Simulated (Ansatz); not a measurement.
**What a change does: single-point calculation on C₃H₇ClSn**

System: C₃H₇ClSn.
Method of run 1: RKS B2PLYP (frozen core)/def2-TZVPP (Ansatz 0.2.0).

The geometry comes from this level: PBE0-D4/def2-TZVP. Text and figures count atoms from 1; the logs count them from 0 in places.

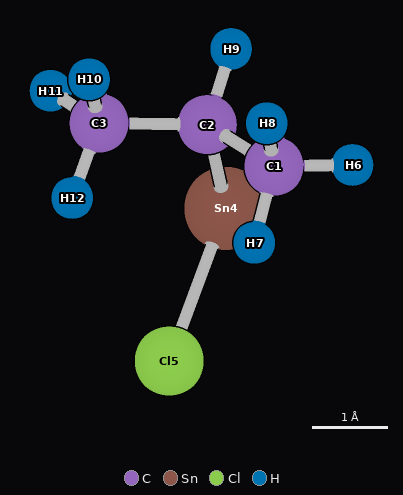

Figure 1. The input geometry (ball-and-stick view, seen at a tilt; atoms are numbered from 1 in the order of the input). Sticks mark near contacts. Bond lengths as drawn: Cl–Sn 2.38 Å, C–C 1.52 Å, C–H 1.09 to 1.10 Å and C–Sn 2.21 Å.

## Input file, run 1
```yaml
crystal:
  periodic: [false, false, false]
  atoms:
    - {symbol: C, position_ang: [-0.741013, 0.247295, 1.089979]}
    - {symbol: C, position_ang: [-0.193123, -0.615105, -0.037854]}
    - {symbol: C, position_ang: [1.273106, -0.318136, -0.316693]}
    - {symbol: Sn, position_ang: [-1.400352, -0.367249, -1.867314]}
    - {symbol: Cl, position_ang: [-0.911201, 1.955395, -2.093945]}
    - {symbol: H, position_ang: [-1.784427, 0.016755, 1.329991]}
    - {symbol: H, position_ang: [-0.686101, 1.309344, 0.834880]}
    - {symbol: H, position_ang: [-0.162930, 0.101885, 2.011134]}
    - {symbol: H, position_ang: [-0.303706, -1.674024, 0.229282]}
    - {symbol: H, position_ang: [1.882526, -0.474603, 0.582178]}
    - {symbol: H, position_ang: [1.692750, -0.957909, -1.100342]}
    - {symbol: H, position_ang: [1.411569, 0.721255, -0.627397]}
basis:
  gaussian: {orbitals: def2-TZVPP}
hamiltonian: {xc: {name: B2PLYP}}
```

Command:
```bash
ansatz run in.yaml --threads 4 --pin off --events-out ev --progress --plain --max-ram 11315MiB
```

Hardware: 4 threads of Arm Neoverse V2, 23 GiB of memory available, shared host.

## Output (run 1)
```
Functional definition: B2PLYP
  parameter a = 0.53
  parameter c = 0.27
  exchange = (1 - a)*b88_x + a*exact_x
  correlation = (1 - c)*lyp_c + c*(mp2_os + mp2_ss)
1823 factors; integrals over basis functions are off by at most 9.7e-4 eV
mean field evaluation 1: about -21552.2753 eV, gradient 5.8e1 eV
mean field evaluation 2: about -21552.3936 eV, gradient 5.8e1 eV
mean field evaluation 4: about -21560.8156 eV, gradient 7.3e0 eV
mean field evaluation 8: about -21560.9496 eV, gradient 5.7e-1 eV
mean field evaluation 16: about -21560.9506 eV, gradient 2.9e-4 eV
mean field -21560.95058442 eV, -792.3503194403 hartree, gradient 3.5e-6 eV, S^2 0.000000; 0 other end points of the search recorded, 0 dependent functions left out
12 core orbitals not correlated: weight in the atoms' cores, before any rotation towards them, 1.000 or more for the frozen orbitals, at most 0.000 for the correlated occupied ones
reference -21560.95077457 eV, -792.3503264282 hartree; 20, 20 occupied and 251, 251 virtual orbitals, 1823 factors
second order -33.84812205 eV of doubles, -0.00000000 eV of singles
Total energy: -21570.08976753 eV, -792.6861782247 hartree
```

For run 2 the input was changed thus:
```diff
-  gaussian: {orbitals: def2-TZVPP}
-hamiltonian: {xc: {name: B2PLYP}}
+  gaussian: {orbitals: def2-mTZVP}
+hamiltonian: {xc: {name: PBE0}}
+output: {forces: true}
```

Predict how the results change.

The total energies belong to different models, so their difference says nothing on which is more stable or more accurate. The functional changes from B2PLYP to PBE0. The basis functions go from 283 to 136. On the same kind of shared host run 2 took about 0.29 times as long.

## Output (run 2)
```
Functional definition: PBE0
  parameter a = 0.25
  parameter kappa = 0.804
  parameter beta = 0.06672455060314922
  exchange = (1 - a)*pbe_x(kappa = kappa, mu = beta*pi^2/3) + a*exact_x
  correlation = pbe_c(beta = beta)
1399 factors; integrals over basis functions are off by at most 1.1e-3 eV
mean field evaluation 1: about -21561.2389 eV, gradient 7.1e1 eV
mean field evaluation 2: about -21498.7639 eV, gradient 1.5e2 eV
mean field evaluation 4: about -21573.4191 eV, gradient 1.0e1 eV
mean field evaluation 8: about -21573.8093 eV, gradient 1.2e0 eV
mean field evaluation 16: about -21573.8128 eV, gradient 2.1e-4 eV
mean field -21573.81283232 eV, -792.8229983322 hartree, gradient 2.3e-5 eV, S^2 0.000000; 0 other end points of the search recorded, 0 dependent functions left out
the calculation of the forces begins
reference -21573.81286856 eV, -792.8229996641 hartree; 32, 32 occupied and 104, 104 virtual orbitals, 1399 factors
Total energy: -21573.81286856 eV, -792.8229996641 hartree
Atom 0 at    -0.741013     0.247295     1.089979 Å, force     0.016542    -0.006912    -0.001514 eV/Å
Atom 1 at    -0.193123    -0.615105    -0.037854 Å, force     0.027103    -0.000411     0.042733 eV/Å
Atom 2 at     1.273106    -0.318136    -0.316693 Å, force    -0.006245     0.000662     0.016342 eV/Å
Atom 3 at    -1.400352    -0.367249    -1.867314 Å, force    -0.125769    -0.235607    -0.086361 eV/Å
Atom 4 at    -0.911201     1.955395    -2.093945 Å, force     0.044460     0.262757    -0.041589 eV/Å
Atom 5 at    -1.784427     0.016755     1.329991 Å, force    -0.005131     0.002586     0.016603 eV/Å
Atom 6 at    -0.686101     1.309344     0.834880 Å, force    -0.002240    -0.009395     0.018187 eV/Å
Atom 7 at    -0.162930     0.101885     2.011134 Å, force    -0.005853     0.004522     0.004022 eV/Å
Atom 8 at    -0.303706    -1.674024     0.229282 Å, force     0.019825    -0.001756     0.029184 eV/Å
Atom 9 at     1.882526    -0.474603     0.582178 Å, force     0.007484     0.001103    -0.005162 eV/Å
Atom 10 at     1.692750    -0.957909    -1.100342 Å, force     0.017419    -0.003731     0.001399 eV/Å
Atom 11 at     1.411569     0.721255    -0.627397 Å, force     0.012403    -0.013818     0.006157 eV/Å
Dipole moment:    -0.047811    -0.603600     0.172679 e Å
```

## The two runs side by side

| quantity | run 1 | run 2 |
| --- | --- | --- |
| outcome | converged | converged |
| total energy (hartree) | −792.686178 | −792.823000 |
| basis functions | 283 | 136 |
| dipole moment (D) | – | 3.02 |
| largest force (eV/Å) | – | 0.281 |
| wall time (shared host) | 9.5 s | 2.8 s |
